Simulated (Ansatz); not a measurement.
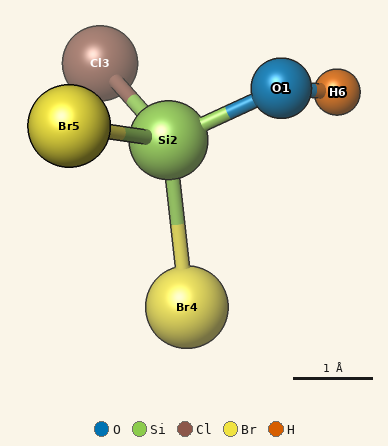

Figure 1. The structure as given in the input (ball-and-stick view, seen at a tilt; atoms are numbered from 1 in the order of the input).

**What a change does: single-point calculation on SiHBr2ClO**

System: SiHBr2ClO, SMILES O[Si](Cl)(Br)Br.
Method of run A: RKS wB97M-V/def2-SVP (Ansatz 0.2.0).

The geometry comes from this level: PBE0-D4/def2-TZVP. Text and figures count atoms from 1; the logs count them from 0 in places.

**The input, run A**
```yaml
crystal:
  periodic: [false, false, false]
  atoms:
    - {symbol: O, position_ang: [-0.771812, 0.353932, 1.054196]}
    - {symbol: Si, position_ang: [0.194955, 0.064287, -0.211361]}
    - {symbol: Cl, position_ang: [1.885275, -0.909512, 0.363239]}
    - {symbol: Br, position_ang: [-0.824531, -1.184702, -1.709720]}
    - {symbol: Br, position_ang: [0.709491, 2.010675, -1.056783]}
    - {symbol: H, position_ang: [-1.151378, -0.398681, 1.514228]}
basis:
  gaussian: {orbitals: def2-SVP}
hamiltonian: {xc: {name: wB97M-V}}
output: {orbitals: {seedname: orbitals}}
```

Hardware: 4 CPU threads, shared host.

**Output (run A)**
```
Functional definition: wB97M-V
  parameter omega = 0.3/bohr
  parameter cx = 0.15
  parameter cx01 = 1.007
  parameter cx10 = 0.259
  parameter css00 = 0.443
  parameter css04 = -1.437
  parameter css10 = -4.535
  parameter css20 = -3.390
  parameter css43 = 4.278
  parameter cos00 = 1.000
  parameter cos10 = 1.358
  parameter cos20 = 2.924
  parameter cos21 = -8.812
  parameter cos60 = -1.390
  parameter cos61 = 9.142
  parameter b = 6.0
  parameter c = 0.01
  gx(w, u) = 1 - cx + cx01*u + cx10*w
  gss(w, u) = css00 + css04*u^4 + css10*w + css20*w^2 + css43*w^4*u^3
  gos(w, u) = cos00 + cos10*w + (cos20 + cos21*u)*w^2 + (cos60 + cos61*u)*w^6
  exchange = spin_sum(e_x_unif_sr(omega)*gx(b97_w, b97_u_x)) + cx*exact_x_sr(omega) + exact_x_lr(omega)
  correlation = spin_sum(e_c_pw_mod_same_spin*gss(b97_w, b97_u_same))
      + integral(e_c_pw_mod_opposite_spin*gos(b97_w_opposite, b97_u_opposite)) + vv10(b, c)
1112 factors; integrals over basis functions are off by at most 7.1e-4 eV
240 factors; integrals over basis functions are off by at most 5.1e-6 eV
mean field evaluation 1: about -162523.6459 eV, gradient 4.4e1 eV
mean field evaluation 2: about -162523.2129 eV, gradient 4.9e1 eV
mean field evaluation 4: about -162527.3496 eV, gradient 1.3e0 eV
mean field evaluation 8: about -162527.3717 eV, gradient 1.5e-2 eV
mean field -162527.37167645 eV, -5972.7707441005 hartree, gradient 7.4e-5 eV, S^2 0.000000; 0 other end points of the search recorded, 0 dependent functions left out
reference -162527.37170926 eV, -5972.7707453060 hartree; 55, 55 occupied and 64, 64 virtual orbitals, 1112 factors
Total energy: -162527.37170926 eV, -5972.7707453060 hartree
```

For run B the input was changed thus:
```diff
-  gaussian: {orbitals: def2-SVP}
+  gaussian: {orbitals: "def2-QZVPP.json"}
```

How does run B compare with run A?

The total energy of run B is 699.3 kcal/mol lower, which measures the change of basis and not a stability. The HOMO goes from −10.71 to −10.87 eV. The LUMO goes from 1.69 to 1.01 eV. The basis functions go from 119 to 405.

**Output (run B)**
```
Functional definition: wB97M-V
  parameter omega = 0.3/bohr
  parameter cx = 0.15
  parameter cx01 = 1.007
  parameter cx10 = 0.259
  parameter css00 = 0.443
  parameter css04 = -1.437
  parameter css10 = -4.535
  parameter css20 = -3.390
  parameter css43 = 4.278
  parameter cos00 = 1.000
  parameter cos10 = 1.358
  parameter cos20 = 2.924
  parameter cos21 = -8.812
  parameter cos60 = -1.390
  parameter cos61 = 9.142
  parameter b = 6.0
  parameter c = 0.01
  gx(w, u) = 1 - cx + cx01*u + cx10*w
  gss(w, u) = css00 + css04*u^4 + css10*w + css20*w^2 + css43*w^4*u^3
  gos(w, u) = cos00 + cos10*w + (cos20 + cos21*u)*w^2 + (cos60 + cos61*u)*w^6
  exchange = spin_sum(e_x_unif_sr(omega)*gx(b97_w, b97_u_x)) + cx*exact_x_sr(omega) + exact_x_lr(omega)
  correlation = spin_sum(e_c_pw_mod_same_spin*gss(b97_w, b97_u_same))
      + integral(e_c_pw_mod_opposite_spin*gos(b97_w_opposite, b97_u_opposite)) + vv10(b, c)
1987 factors; their error is unknown
270 factors; integrals over basis functions are off by at most 3.7e-5 eV
mean field evaluation 1: about -162553.4658 eV, gradient 5.0e1 eV
mean field evaluation 2: about -162552.2535 eV, gradient 5.8e1 eV
mean field evaluation 4: about -162557.4734 eV, gradient 1.4e0 eV
mean field evaluation 8: about -162557.4780 eV, gradient 3.4e-2 eV
mean field evaluation 16: about -162557.6963 eV, gradient 6.4e-5 eV
mean field -162557.69628159 eV, -5973.8851527846 hartree, gradient 1.8e-5 eV, S^2 0.000000; 0 other end points of the search recorded, 0 dependent functions left out
reference -162557.69632937 eV, -5973.8851545405 hartree; 55, 55 occupied and 350, 350 virtual orbitals, 1987 factors
Total energy: -162557.69632937 eV, -5973.8851545405 hartree
```

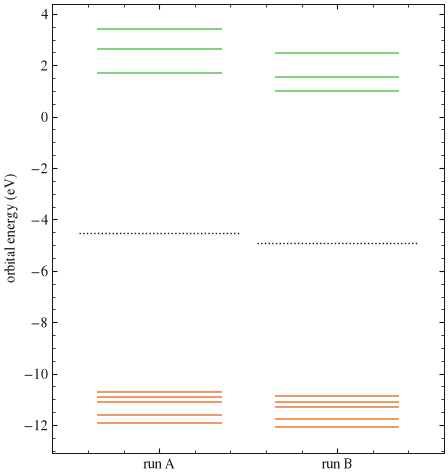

Figure 2. The five highest filled and three lowest empty orbital energies of the two runs; the dotted lines part filled from empty levels. The HOMO–LUMO gap is 12.40 eV in run A and 11.89 eV in run B.

**The two runs side by side**

| quantity | run A | run B |
| --- | --- | --- |
| outcome | converged | converged |
| total energy (hartree) | −5972.770745 | −5973.885155 |
| HOMO (eV) | −10.71 | −10.87 |
| LUMO (eV) | 1.69 | 1.01 |
| basis functions | 119 | 405 |
| wall time (shared host) | 2.8 s | 13 s |
